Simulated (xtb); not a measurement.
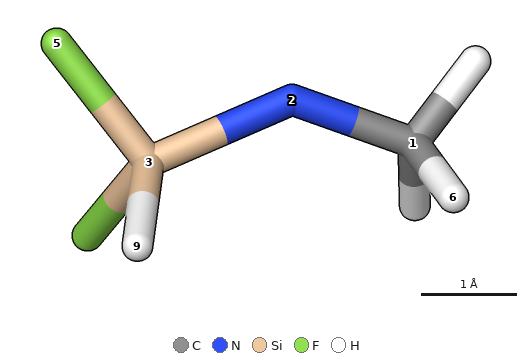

**Figure 1.** The structure as given in the input (stick view, seen at a tilt; atoms are numbered from 1 in the order of the input).

**Single-point calculation of CH$_{4}$F$_{2}$NSi (charge −1)**

System: CH$_{4}$F$_{2}$NSi, charge −1.
Method: GFN2-xTB (xtb 6.7.1).

The geometry was optimised with GFN2-xTB.

## The input (coord)
```
$coord
      0.292548501353     -2.744222483659     -0.528858753238  c
      1.086838186056     -0.269418253588     -0.239522786296  n
     -0.166976200372      2.528472452011      0.597021174553  si
     -2.124600184656      3.580577471896     -1.465029075377  f
      2.098162916172      4.502726026191      0.462718338876  f
     -0.421371131269     -3.541308963026      1.250412879404  h
      1.886230131295     -3.899846700651     -1.167699566929  h
     -1.237846200675     -2.901485491750     -1.925933277174  h
     -1.413004915166      2.744487045316      3.016891066181  h
$end
```

Run as:
```bash
xtb coord --gfn 2 --sp -c -1 | tee out.txt
```

## The program's output
```
* xtb version 6.7.1
   ID    Z sym.   atoms
    1    6 c      1
    2    7 n      2
    3   14 si     3
    4    9 f      4, 5
    5    1 h      6-9

           -------------------------------------------------
          |                Calculation Setup                |
           -------------------------------------------------

          program call               : xtb coord --gfn 2 --sp -c -1
          coordinate file            : coord
          omp threads                :                     1

           -------------------------------------------------
          |                 G F N 2 - x T B                 |
           -------------------------------------------------

      * Hamiltonian:
        H0-scaling (s, p, d)           1.850000    2.230000    2.230000
        zeta-weighting                 0.500000
      * Dispersion:
        s8                             2.700000
        a1                             0.520000
        a2                             5.000000
        s9                             5.000000
      * Repulsion:
        kExp                           1.500000    1.000000
        rExp                           1.000000
      * Coulomb:
        alpha                          2.000000
        third order                    shell-resolved
        anisotropic                    true
        a3                             3.000000
        a5                             4.000000
        cn-shift                       1.200000
        cn-exp                         4.000000
        max-rad                        5.000000

          ...................................................
          :                      SETUP                      :
          :.................................................:
          :  # basis functions                  30          :
          :  # atomic orbitals                  29          :
          :  # shells                           15          :
          :  # electrons                        32          :
          :  max. iterations                   250          :
          :  Hamiltonian                  GFN2-xTB          :
          :  restarted?                      false          :
          :  GBSA solvation                  false          :
          :  PC potential                    false          :
          :  electronic temp.          300.0000000     K    :
          :  accuracy                    1.0000000          :
          :  -> integral cutoff          0.2500000E+02      :
          :  -> integral neglect         0.1000000E-07      :
          :  -> SCF convergence          0.1000000E-05 Eh   :
          :  -> wf. convergence          0.1000000E-03 e    :
          :  Broyden damping             0.4000000          :
          :  net charge                         -1          :
          :  unpaired electrons                  0          :
          ...................................................

 iter      E             dE          RMSdq      gap      omega  full diag
   1    -18.6786633 -0.186787E+02  0.647E+00    6.56       0.0  T
   2    -18.7359136 -0.572503E-01  0.493E+00    4.82       1.0  T
   3    -18.7404869 -0.457326E-02  0.277E+00    5.52       1.0  T
   4    -18.7345756  0.591124E-02  0.185E+00    4.78       1.0  T
   5    -18.7448892 -0.103135E-01  0.398E-01    5.44       1.0  T
   6    -18.7453807 -0.491523E-03  0.115E-01    5.36       1.0  T
   7    -18.7453630  0.176584E-04  0.899E-02    5.33       1.0  T
   8    -18.7453918 -0.287765E-04  0.150E-02    5.35       2.2  T
   9    -18.7453920 -0.176653E-06  0.804E-03    5.35       4.1  T
  10    -18.7453921 -0.811088E-07  0.271E-03    5.36      12.3  T
  11    -18.7453921 -0.222516E-07  0.544E-04    5.35      61.2  T
  12    -18.7453921 -0.663452E-09  0.281E-04    5.36     118.8  T

   *** convergence criteria satisfied after 12 iterations ***

         #    Occupation            Energy/Eh            Energy/eV
      -------------------------------------------------------------
         1        2.0000           -0.6425724             -17.4853
       ...           ...                  ...                  ...
        10        2.0000           -0.2975159              -8.0958
        11        2.0000           -0.2892517              -7.8709
        12        2.0000           -0.2843330              -7.7371
        13        2.0000           -0.2631645              -7.1611
        14        2.0000           -0.2251898              -6.1277
        15        2.0000           -0.1146702              -3.1203
        16        2.0000           -0.1022850              -2.7833 (HOMO)
        17                          0.0945152               2.5719 (LUMO)
        18                          0.1064080               2.8955
        19                          0.1480458               4.0285
        20                          0.2632011               7.1621
        21                          0.2828396               7.6965
       ...                                ...                  ...
        29                          1.1994290              32.6381
      -------------------------------------------------------------
                  HL-Gap            0.1968002 Eh            5.3552 eV
             Fermi-level           -0.0038849 Eh           -0.1057 eV

 SCC (total)                   0 d,  0 h,  0 min,  0.004 sec
 SCC setup                      ...        0 min,  0.000 sec (  1.868%)
 Dispersion                     ...        0 min,  0.000 sec (  0.815%)
 classical contributions        ...        0 min,  0.000 sec (  0.371%)
 integral evaluation            ...        0 min,  0.001 sec ( 18.221%)
 iterations                     ...        0 min,  0.002 sec ( 49.479%)
 molecular gradient             ...        0 min,  0.001 sec ( 27.798%)
 printout                       ...        0 min,  0.000 sec (  1.254%)

         :::::::::::::::::::::::::::::::::::::::::::::::::::::
         ::                     SUMMARY                     ::
         :::::::::::::::::::::::::::::::::::::::::::::::::::::
         :: total energy             -18.620881798102 Eh    ::
         :: gradient norm              0.121269183894 Eh/a0 ::
         :: HOMO-LUMO gap              5.355206475996 eV    ::
         ::.................................................::
         :: SCC energy               -18.745389497717 Eh    ::
         :: -> isotropic ES            0.180215885171 Eh    ::
         :: -> anisotropic ES          0.008502167335 Eh    ::
         :: -> anisotropic XC         -0.001182609554 Eh    ::
         :: -> dispersion             -0.005679087247 Eh    ::
         :: repulsion energy           0.124507699615 Eh    ::
         :: add. restraining           0.000000000000 Eh    ::
         :: total charge              -1.000000000000 e     ::
         :::::::::::::::::::::::::::::::::::::::::::::::::::::

           -------------------------------------------------
          |                Property Printout                |
           -------------------------------------------------

    * Orbital Energies and Occupations

         #    Occupation            Energy/Eh            Energy/eV
      -------------------------------------------------------------
         1        2.0000           -0.6425724             -17.4853
       ...           ...                  ...                  ...
         4        2.0000           -0.4093404             -11.1387
         5        2.0000           -0.3331749              -9.0661
         6        2.0000           -0.3062617              -8.3338
         7        2.0000           -0.3047471              -8.2926
         8        2.0000           -0.3027889              -8.2393
         9        2.0000           -0.3005798              -8.1792
        10        2.0000           -0.2975159              -8.0958
        11        2.0000           -0.2892517              -7.8709
        12        2.0000           -0.2843330              -7.7371
        13        2.0000           -0.2631645              -7.1611
        14        2.0000           -0.2251898              -6.1277
        15        2.0000           -0.1146702              -3.1203
        16        2.0000           -0.1022850              -2.7833 (HOMO)
        17                          0.0945152               2.5719 (LUMO)
        18                          0.1064080               2.8955
        19                          0.1480458               4.0285
        20                          0.2632011               7.1621
        21                          0.2828396               7.6965
        22                          0.3381425               9.2013
        23                          0.3913093              10.6481
        24                          0.4113226              11.1927
        25                          0.4349558              11.8357
        26                          0.6814982              18.5445
        27                          0.9218308              25.0843
       ...                                ...                  ...
        29                          1.1994290              32.6381
      -------------------------------------------------------------
                  HL-Gap            0.1968002 Eh            5.3552 eV
             Fermi-level           -0.0038849 Eh           -0.1057 eV

     #   Z          covCN         q      C6AA      α(0)
     1   6 c        3.695     0.046    19.970     6.393
     2   7 n        1.731    -0.523    35.033     8.757
     3  14 si       3.169     0.514   145.174    25.558
     4   9 f        0.705    -0.366    13.114     4.276
     5   9 f        0.705    -0.361    13.056     4.267
     6   1 h        0.923    -0.053     4.171     3.194
     7   1 h        0.924    -0.029     3.612     2.972
     8   1 h        0.923    -0.049     4.078     3.158
     9   1 h        0.923    -0.178     9.256     4.758

 Mol. C6AA /au·bohr⁶  :       1439.618655
 Mol. C8AA /au·bohr⁸  :      44350.693981
 Mol. α(0) /au        :         63.332932

Wiberg/Mayer (AO) data.
largest (>0.10) Wiberg bond orders for each atom

 ---------------------------------------------------------------------------
     #   Z sym  total        # sym  WBO       # sym  WBO       # sym  WBO
 ---------------------------------------------------------------------------
     1   6 c    3.998 --     2 n    1.101     7 h    0.972     6 h    0.967
                             8 h    0.966
     2   7 n    2.966 --     3 si   1.698     1 c    1.101
     3  14 si   4.450 --     2 n    1.698     5 f    0.938     4 f    0.925
                             9 h    0.855
     4   9 f    1.041 --     3 si   0.925
     5   9 f    1.046 --     3 si   0.938
     6   1 h    0.997 --     1 c    0.967
     7   1 h    0.999 --     1 c    0.972
     8   1 h    0.998 --     1 c    0.966
     9   1 h    0.968 --     3 si   0.855
 ---------------------------------------------------------------------------

Topologies differ in total number of bonds
Writing topology from bond orders to xtbtopo.mol

molecular dipole:
                 x           y           z       tot (Debye)
 q only:       -0.342      -1.666       0.304
   full:       -0.773      -1.419       0.458       4.270
molecular quadrupole (traceless):
                xx          xy          yy          xz          yz          zz
 q only:        2.567      -0.128      -7.785      -1.023       0.502       5.218
  q+dip:        0.554      -1.842      -5.687      -2.150       1.838       5.133
   full:        0.676      -0.428      -5.498      -1.287       1.382       4.822

           -------------------------------------------------
          | TOTAL ENERGY              -18.620881798102 Eh   |
          | GRADIENT NORM               0.121269183894 Eh/α |
          | HOMO-LUMO GAP               5.355206475996 eV   |
           -------------------------------------------------

------------------------------------------------------------------------
------------------------------------------------------------------------
 total:
 *  cpu-time:     0 d,  0 h,  0 min,  0.009 sec
 * ratio c/w:     1.000 speedup
 SCF:
 *  cpu-time:     0 d,  0 h,  0 min,  0.004 sec
 * ratio c/w:     0.999 speedup
```

## Standard error
```
normal termination of xtb
```

## Key numbers

| quantity | value |
| --- | --- |
| outcome | converged |
| electrons treated | 32 |
| total energy | −18.620882 hartree |
| dispersion energy | −0.005679 hartree |
| basis functions | 30 |
| HOMO | −2.78 eV |
| LUMO | 2.57 eV |
| hardware | 1 thread of Intel Xeon (Granite Rapids), 64 GiB of memory available, shared host |
| peak memory | 0.077 GiB |
